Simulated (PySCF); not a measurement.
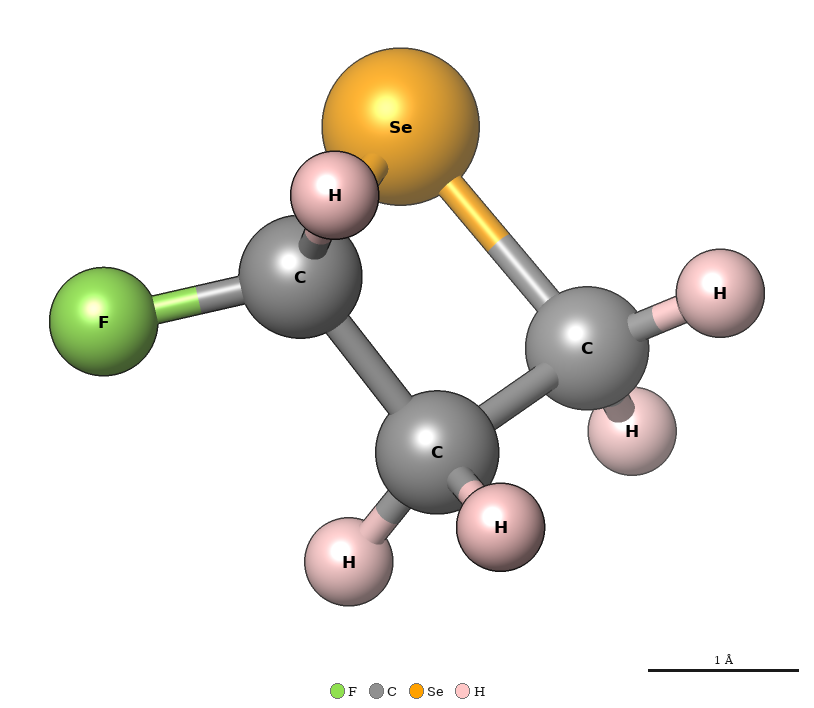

Depth is shown by fading: the farther an atom, the more it takes the colour of the background. The geometry was computed by an optimisation with PBE0-D3(BJ)/def2-SVP. No frequency run is at hand to confirm it as a minimum. Masses are those of the most abundant isotopes; constants are for the rigid equilibrium geometry.

What kind of rotor is it, and what are its rotational constants in GHz?

Answer. An asymmetric top (C1): A = 5.03, B = 2.89, C = 1.96 GHz. Ray's parameter κ is −0.39, nearer the prolate limit.
